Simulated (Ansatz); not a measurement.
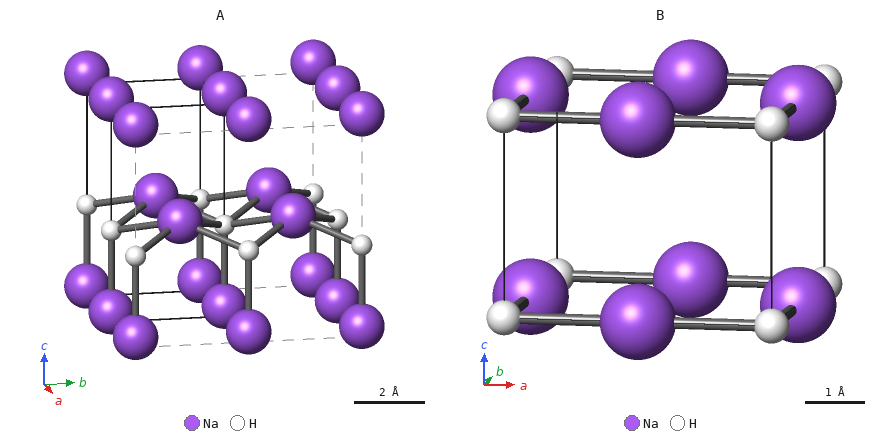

Two structures of Na2H, each relaxed to rest (conventional cells in solid outline, small ones repeated, not to one scale). Method: Ansatz, DFT PBE, scalar-relativistic, plane waves, PAW, without spin polarisation.

> Identify the two structures.

A: 3 atoms a cell on a primitive tetragonal lattice, P4mm. B: 3 atoms a cell on a primitive tetragonal lattice, P4/mmm.

> Which structure wins energetically, and by what margin?

A is lower, by 132 meV/atom at this level of theory (energies at zero smearing). Volumes: A 22.7, B 25.2 Å³/atom.

One or both may be structure types tried for this composition rather than known phases.
